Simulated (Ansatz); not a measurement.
Geometry relaxation, with input and output: CH3Ga

System: CH3Ga.
Method: RKS PBE0-D4/def2-TZVP (Ansatz 0.2.0).

Figures and captions count atoms from 1; the log counts them from 0 in places.

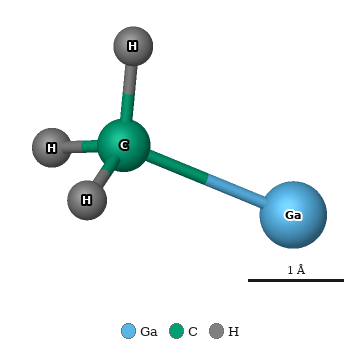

Figure 1. The input geometry (ball-and-stick view, seen at a tilt). Sticks mark near contacts. Bond lengths as drawn: C–Ga 2.04 Å and C–H 1.10 Å.

### Input file
```yaml
crystal:
  periodic: [false, false, false]
  atoms:
    - {symbol: Ga, position_ang: [0.371758, -0.240563, 2.097488]}
    - {symbol: C, position_ang: [-0.436207, -1.669415, 0.891576]}
    - {symbol: H, position_ang: [0.216548, -1.889687, 0.038690]}
    - {symbol: H, position_ang: [-1.408095, -1.353695, 0.493866]}
    - {symbol: H, position_ang: [-0.591709, -2.605263, 1.441534]}
basis:
  gaussian: {orbitals: def2-TZVP}
hamiltonian: {xc: pbe0, dispersion: d4}
relax: {f_tol: 0.005, max_steps: 200}
```

Launched with:
```bash
ansatz run in.yaml --threads 4 --pin off --events-out ev --progress --plain --max-ram 9574MiB
```

### Output
```
Functional definition: PBE0
  name "PBE0"
  cite "Adamo & Barone, J. Chem. Phys. 110, 6158 (1999) doi:10.1063/1.478522"
  cite "Perdew, Burke & Ernzerhof, Phys. Rev. Lett. 77, 3865 (1996) doi:10.1103/PhysRevLett.77.3865"
  parent pbe
  parameter a = 0.25
  parameter kappa = 0.804
  parameter beta = 0.06672455060314922
  exchange = (1 - a)*pbe_x(kappa = kappa, mu = beta*pi^2/3) + a*exact_x
  correlation = pbe_c(beta = beta)
725 factors; their error is unknown
mean field evaluation 1: about -53447.8187 eV, gradient 5.7e1 eV
mean field evaluation 2: about -53439.6961 eV, gradient 7.3e1 eV
mean field evaluation 4: about -53455.2776 eV, gradient 2.3e0 eV
mean field evaluation 8: about -53455.4689 eV, gradient 3.1e-2 eV
mean field -53455.46892017 eV, -1964.4522493981 hartree, gradient 6.1e-5 eV, S^2 0.000000; 0 other end points of the search recorded, 0 dependent functions left out
the calculation of the forces begins
reference -53455.46894304 eV, -1964.4522502387 hartree; 20, 20 occupied and 77, 77 virtual orbitals, 725 factors
relax step   1: F+E_penalty+E_count = -53455.52531353 eV  Δ(F+E_penalty+E_count) = +0.000e0 eV  max|allowed force component| = 2.349e-2 eV/Å  Δτ_max = 0.0000 Å  (24 SCF iters, accepted)
these checks for a lower state are left out or cut short: starts, cluster_reference, orbital_swaps, neighbouring_geometries, increment
725 factors; their error is unknown
mean field evaluation 16: about -53455.2834 eV, gradient 9.2e-5 eV
mean field -53455.46895118 eV, -1964.4522505378 hartree, gradient 2.7e-5 eV, S^2 0.000000; 0 other end points of the search recorded, 0 dependent functions left out
the calculation of the forces begins
reference -53455.46897405 eV, -1964.4522513782 hartree; 20, 20 occupied and 77, 77 virtual orbitals, 725 factors
relax step   2: F+E_penalty+E_count = -53455.52534818 eV  Δ(F+E_penalty+E_count) = -3.465e-5 eV  max|allowed force component| = 1.363e-2 eV/Å  Δτ_max = 0.0014 Å  (30 SCF iters, accepted)
these checks for a lower state are left out or cut short: starts, cluster_reference, orbital_swaps, neighbouring_geometries, increment
725 factors; their error is unknown
mean field -53455.46895888 eV, -1964.4522508207 hartree, gradient 2.7e-5 eV, S^2 0.000000; 0 other end points of the search recorded, 0 dependent functions left out
the calculation of the forces begins
reference -53455.46898175 eV, -1964.4522516611 hartree; 20, 20 occupied and 77, 77 virtual orbitals, 725 factors
relax step   3: F+E_penalty+E_count = -53455.52535837 eV  Δ(F+E_penalty+E_count) = -1.019e-5 eV  max|allowed force component| = 1.791e-4 eV/Å  Δτ_max = 0.0015 Å  (30 SCF iters, accepted)
725 factors; their error is unknown
mean field evaluation 32: about -53439.7472 eV, gradient 7.3e1 eV
```

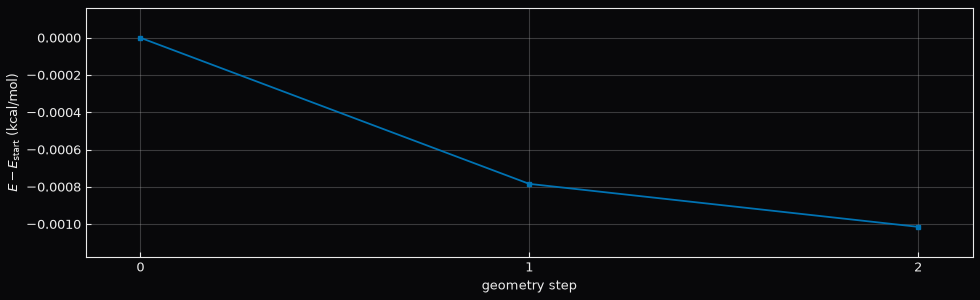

Figure 2. Progress of the relaxation, step by step (the first geometry is step 0 here and step 1 in the log). No atom moves by more than 0.005 Å after the best rigid fit. The energy falls by next to nothing (0.0 kcal/mol) in 2 geometry steps. Largest force component: 0.023 eV/Å at the start, 0.00018 eV/Å at the end.

```
mean field -53455.46895888 eV, -1964.4522508207 hartree, gradient 2.9e-5 eV, S^2 0.000000; 1 other end points of the search recorded, 0 dependent functions left out
the calculation of the forces begins
reference -53455.46898175 eV, -1964.4522516611 hartree; 20, 20 occupied and 77, 77 virtual orbitals, 725 factors
Total energy: -53455.52538124 eV, -1964.4543243042 hartree
Atom 0 at     0.371509    -0.240082     2.095167 Å, force    -0.000047    -0.000041    -0.000179 eV/Å
Atom 1 at    -0.436195    -1.669689     0.893418 Å, force    -0.000081    -0.000169    -0.000030 eV/Å
Atom 2 at     0.216881    -1.888540     0.040132 Å, force     0.000059     0.000141     0.000133 eV/Å
Atom 3 at    -1.407292    -1.352844     0.494568 Å, force     0.000079     0.000116     0.000091 eV/Å
Atom 4 at    -0.592609    -2.607468     1.439870 Å, force    -0.000010    -0.000047    -0.000015 eV/Å
Dipole moment:    -0.034011    -0.060194    -0.050614 e Å
```

### Trajectory as extended XYZ (Å, eV, eV/Å), 3 frames, from step=1 to step=3
```
5
Properties=species:S:1:pos:R:3:forces:R:3 step=1 energy=-53455.52531
Ga    0.3718   -0.2406    2.0975   -0.0081  -0.0127  -0.0154
C    -0.4362   -1.6694    0.8916    0.0049   0.0196   0.0235
H     0.2165   -1.8897    0.0387    0.0008  -0.0013  -0.0021
H    -1.4081   -1.3537    0.4939    0.0025   0.0008  -0.0016
H    -0.5917   -2.6053    1.4415   -0.0002  -0.0065  -0.0043
5
Properties=species:S:1:pos:R:3:forces:R:3 step=2 energy=-53455.52535
Ga    0.3715   -0.2404    2.0963   -0.0032  -0.0050  -0.0067
C    -0.4362   -1.6695    0.8925    0.0022   0.0063   0.0136
H     0.2167   -1.8892    0.0394    0.0014  -0.0004  -0.0026
H    -1.4077   -1.3532    0.4943   -0.0001   0.0006  -0.0015
H    -0.5921   -2.6063    1.4407   -0.0003  -0.0015  -0.0029
5
Properties=species:S:1:pos:R:3:forces:R:3 step=3 energy=-53455.52536
Ga    0.3715   -0.2401    2.0952    0.0000   0.0000  -0.0002
C    -0.4362   -1.6697    0.8934   -0.0001  -0.0002   0.0000
H     0.2169   -1.8885    0.0401    0.0001   0.0001   0.0001
H    -1.4073   -1.3528    0.4946    0.0001   0.0001   0.0001
H    -0.5926   -2.6075    1.4399    0.0000   0.0000   0.0000
```

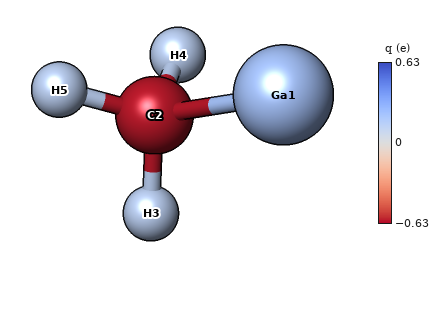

Figure 3. Mulliken charges, as the colour of each atom (ball-and-stick view, seen at a tilt; atoms are numbered from 1 in the order of the input). By element: Ga +0.22, C −0.60 and H +0.13 e.

### Summary

```tsv
quantity	value
outcome	converged
total energy	−53455.5254 eV
mean-field energy	−53455.4690 eV
dispersion energy	−0.0564 eV
SCF solution under orbital rotations	stable
largest force (length of the vector) at the end	under 0.001 eV/Å
dipole moment	0.41 D
hardware	4 threads of Arm Neoverse N1, 23 GiB of memory available, shared host
wall time	4 s (CPU time 14 s)
peak memory	0.44 GiB
```
